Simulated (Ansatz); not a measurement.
# C3H9AlB2: basis-set convergence

Aim: see how fast density functionals converge with the basis set for C3H9AlB2.

The runs use Ansatz 0.2.0, Gaussian basis; one geometry, several basis sets.

Levels to be run: PBE0-D4/def2-SVP; ωB97M-V/def2-SVP; PBE0-D4/def2-QZVPP; ωB97M-V/def2-QZVPP; the functionals' def2-TZVPP values are taken from earlier runs.

## Step 1: The relaxed structure

All runs share one geometry, relaxed beforehand with PBE0-D4 in a triple-zeta def2 set.

SMILES `C[B]1C[BH][Al]1[CH3]`, 15 atoms, charge 0, spin multiplicity 1.

Atoms are counted from 1 here; the program's logs count them from 0.

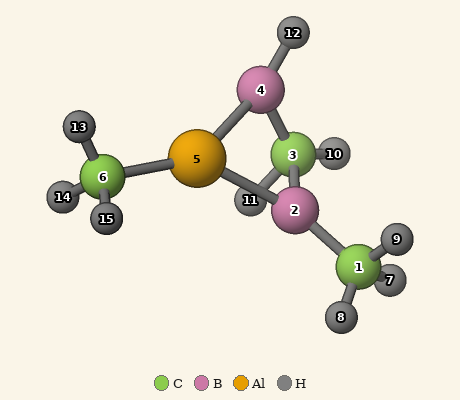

The geometry (carbon green, boron pink, aluminium amber, hydrogen grey); atoms are numbered from 1 in the order of the file.

Coordinates:

```
C    -0.59068   -2.16923    0.91028
B     0.02780   -0.89811    0.24810
C     1.46054   -0.87680   -0.42514
B     1.84701    0.52492    0.03758
Al   -0.12503    1.22476   -0.09932
C    -1.33785    2.66104   -0.63687
H    -0.16129   -3.11341    0.56063
H    -1.67956   -2.22114    0.85797
H    -0.33796   -2.09456    1.97891
H     2.10217   -1.75196   -0.53175
H     0.68131   -0.86206   -1.27092
H     2.83663    0.68245    0.69381
H    -0.94781    3.64752   -0.37351
H    -1.46583    2.64564   -1.72532
H    -2.33137    2.55005   -0.19514
```

## Step 2: PBE0-D4 in def2-SVP

Input file in.yaml:

```yaml
crystal:
  periodic: [false, false, false]
  atoms:
    - {symbol: C, position_ang: [-0.590677, -2.169234, 0.910282]}
    - {symbol: B, position_ang: [0.027804, -0.898105, 0.248102]}
    - {symbol: C, position_ang: [1.460543, -0.876798, -0.425145]}
    - {symbol: B, position_ang: [1.847012, 0.524920, 0.037580]}
    - {symbol: Al, position_ang: [-0.125029, 1.224756, -0.099323]}
    - {symbol: C, position_ang: [-1.337851, 2.661040, -0.636869]}
    - {symbol: H, position_ang: [-0.161288, -3.113407, 0.560625]}
    - {symbol: H, position_ang: [-1.679564, -2.221144, 0.857966]}
    - {symbol: H, position_ang: [-0.337955, -2.094561, 1.978906]}
    - {symbol: H, position_ang: [2.102169, -1.751959, -0.531750]}
    - {symbol: H, position_ang: [0.681314, -0.862064, -1.270918]}
    - {symbol: H, position_ang: [2.836625, 0.682452, 0.693810]}
    - {symbol: H, position_ang: [-0.947806, 3.647523, -0.373507]}
    - {symbol: H, position_ang: [-1.465829, 2.645636, -1.725319]}
    - {symbol: H, position_ang: [-2.331369, 2.550046, -0.195141]}
basis:
  gaussian: {orbitals: def2-SVP}
hamiltonian: {xc: pbe0, dispersion: d4}
output: {orbitals: {seedname: orbitals}}
```

Command:

```console
$ ansatz run in.yaml --threads 4 --pin off --events-out ev --progress --plain --max-ram 10444MiB
```

Log:

```text
Functional definition: PBE0
  name "PBE0"
  cite "Adamo & Barone, J. Chem. Phys. 110, 6158 (1999) doi:10.1063/1.478522"
  cite "Perdew, Burke & Ernzerhof, Phys. Rev. Lett. 77, 3865 (1996) doi:10.1103/PhysRevLett.77.3865"
  parent pbe
  parameter a = 0.25
  parameter kappa = 0.804
  parameter beta = 0.06672455060314922
  exchange = (1 - a)*pbe_x(kappa = kappa, mu = beta*pi^2/3) + a*exact_x
  correlation = pbe_c(beta = beta)
1530 factors; their error is unknown
mean field evaluation 1: about -11178.4122 eV, gradient 6.9e1 eV
mean field evaluation 2: about -11172.6101 eV, gradient 8.0e1 eV
mean field evaluation 4: about -11190.8582 eV, gradient 4.0e0 eV
mean field evaluation 8: about -11190.9043 eV, gradient 5.3e-2 eV
mean field evaluation 16: about -11190.9908 eV, gradient 1.1e-4 eV
mean field -11190.99079068 eV, -411.2613260314 hartree, gradient 3.9e-5 eV, S^2 0.000000; 0 other end points of the search recorded, 0 dependent functions left out
reference -11190.99082472 eV, -411.2613272824 hartree; 25, 25 occupied and 108, 108 virtual orbitals, 1530 factors
Total energy: -11191.24596318 eV, -411.2707034478 hartree
```

Wall time 0.95 s (4 threads of Intel Xeon 6975P-C, shared host).

## Step 3: ωB97M-V in def2-SVP

in.yaml: that of step 2 with these lines changed.

```diff
@@ -20,3 +20,3 @@
   gaussian: {orbitals: def2-SVP}
-hamiltonian: {xc: pbe0, dispersion: d4}
+hamiltonian: {xc: {name: wB97M-V}}
 output: {orbitals: {seedname: orbitals}}
```

Launched as before.

Log, shortened:

```text
Functional definition: wB97M-V
  name "wB97M-V"
  cite "Mardirossian & Head-Gordon, J. Chem. Phys. 144, 214110 (2016) doi:10.1063/1.4952647"
  cite "Becke, J. Chem. Phys. 107, 8554 (1997) doi:10.1063/1.475007"
  cite "Vydrov & Van Voorhis, J. Chem. Phys. 133, 244103 (2010) doi:10.1063/1.3521275"
  # Of w^i u^j: cxij and so on, Table III.
[...]
  gx(w, u) = 1 - cx + cx01*u + cx10*w
  gss(w, u) = css00 + css04*u^4 + css10*w + css20*w^2 + css43*w^4*u^3
  gos(w, u) = cos00 + cos10*w + (cos20 + cos21*u)*w^2 + (cos60 + cos61*u)*w^6
[...]
      + integral(e_c_pw_mod_opposite_spin*gos(b97_w_opposite, b97_u_opposite)) + vv10(b, c)
1511 factors; their error is unknown
426 factors; integrals over basis functions are off by at most 9.6e-6 eV
[...]
mean field -11196.63046889 eV, -411.4685803829 hartree, gradient 5.6e-5 eV, S^2 0.000000; 0 other end points of the search recorded, 0 dependent functions left out
reference -11196.63052350 eV, -411.4685823897 hartree; 25, 25 occupied and 108, 108 virtual orbitals, 1511 factors
Total energy: -11196.63052350 eV, -411.4685823897 hartree
```

Run time: 3.5 s. Hardware: 4 threads of Intel Xeon 6975P-C, shared host.

## Step 4: PBE0-D4 in def2-QZVPP

in.yaml: that of step 3 with these lines changed.

```diff
@@ -19,4 +19,4 @@
 basis:
-  gaussian: {orbitals: def2-SVP}
-hamiltonian: {xc: {name: wB97M-V}}
+  gaussian: {orbitals: "def2-QZVPP.json"}
+hamiltonian: {xc: pbe0, dispersion: d4}
 output: {orbitals: {seedname: orbitals}}
```

The command is unchanged.

Log:

```text
Functional definition: PBE0
  name "PBE0"
  cite "Adamo & Barone, J. Chem. Phys. 110, 6158 (1999) doi:10.1063/1.478522"
  cite "Perdew, Burke & Ernzerhof, Phys. Rev. Lett. 77, 3865 (1996) doi:10.1103/PhysRevLett.77.3865"
  parent pbe
  parameter a = 0.25
  parameter kappa = 0.804
  parameter beta = 0.06672455060314922
  exchange = (1 - a)*pbe_x(kappa = kappa, mu = beta*pi^2/3) + a*exact_x
  correlation = pbe_c(beta = beta)
1882 factors; their error is unknown
mean field evaluation 1: about -11180.2398 eV, gradient 8.8e1 eV
mean field evaluation 2: about -11165.9306 eV, gradient 1.1e2 eV
mean field evaluation 4: about -11198.4937 eV, gradient 8.0e0 eV
mean field evaluation 8: about -11198.6595 eV, gradient 1.1e-1 eV
mean field evaluation 16: about -11198.6614 eV, gradient 2.7e-4 eV
mean field -11198.66141206 eV, -411.5432161677 hartree, gradient 7.8e-5 eV, S^2 0.000000; 0 other end points of the search recorded, 0 dependent functions left out
reference -11198.66146550 eV, -411.5432181317 hartree; 25, 25 occupied and 600, 600 virtual orbitals, 1882 factors
Total energy: -11198.91660396 eV, -411.5525942971 hartree
```

It took 9 s on 4 threads of Intel Xeon 6975P-C, shared host; peak memory 2.5 GiB.

## Step 5: ωB97M-V in def2-QZVPP

in.yaml: that of step 4 with these lines changed.

```diff
@@ -20,3 +20,3 @@
   gaussian: {orbitals: "def2-QZVPP.json"}
-hamiltonian: {xc: pbe0, dispersion: d4}
+hamiltonian: {xc: {name: wB97M-V}}
 output: {orbitals: {seedname: orbitals}}
```

The command is unchanged.

Log, shortened:

```text
Functional definition: wB97M-V
  name "wB97M-V"
  cite "Mardirossian & Head-Gordon, J. Chem. Phys. 144, 214110 (2016) doi:10.1063/1.4952647"
  cite "Becke, J. Chem. Phys. 107, 8554 (1997) doi:10.1063/1.475007"
  cite "Vydrov & Van Voorhis, J. Chem. Phys. 133, 244103 (2010) doi:10.1063/1.3521275"
  # Of w^i u^j: cxij and so on, Table III.
[...]
  gx(w, u) = 1 - cx + cx01*u + cx10*w
  gss(w, u) = css00 + css04*u^4 + css10*w + css20*w^2 + css43*w^4*u^3
  gos(w, u) = cos00 + cos10*w + (cos20 + cos21*u)*w^2 + (cos60 + cos61*u)*w^6
[...]
      + integral(e_c_pw_mod_opposite_spin*gos(b97_w_opposite, b97_u_opposite)) + vv10(b, c)
1839 factors; their error is unknown
565 factors; integrals over basis functions are off by at most 7.6e-6 eV
[...]
mean field -11204.58448330 eV, -411.7608850212 hartree, gradient 5.1e-5 eV, S^2 0.000000; 0 other end points of the search recorded, 0 dependent functions left out
reference -11204.58456964 eV, -411.7608881940 hartree; 25, 25 occupied and 600, 600 virtual orbitals, 1839 factors
Total energy: -11204.58456964 eV, -411.7608881940 hartree
```

It took 23 s on 4 threads of Intel Xeon 6975P-C, shared host; peak memory 3.1 GiB.

## Step 6: Functionals by basis

The def2-TZVPP values come from earlier runs at the same geometry.

| functional | basis | functions | energy (eV) | from the largest (eV) | HOMO (eV) | LUMO (eV) |
| --- | --- | --- | --- | --- | --- | --- |
| PBE0-D4 | def2-SVP | 133 | -11191.2460 | 7.671 | -5.64 | -1.76 |
| PBE0-D4 | def2-TZVPP | 323 | -11198.4504 | 0.466 | -5.68 | -1.82 |
| PBE0-D4 | def2-QZVPP | 625 | -11198.9166 | 0.000 | -5.69 | -1.83 |
| ωB97M-V | def2-SVP | 133 | -11196.6305 | 7.954 | -7.66 | 0.12 |
| ωB97M-V | def2-TZVPP | 323 | -11204.1367 | 0.448 | -7.72 | 0.01 |
| ωB97M-V | def2-QZVPP | 625 | -11204.5846 | 0.000 | -7.73 | -0.08 |

## Step 7: Outcome

```
                                       quantity          value
PBE0-D4: double and triple zeta above quadruple  7.67, 0.47 eV
ωB97M-V: double and triple zeta above quadruple  7.95, 0.45 eV
```

In words: PBE0-D4 gains 7.20 eV from double to triple zeta, then 0.47 eV more. These are total energies; as a rule much of such shifts cancels in differences, which this series doesn't test.

For PBE0-D4 the largest set took about 9 times as long as the smallest (9 s against 0.95 s).
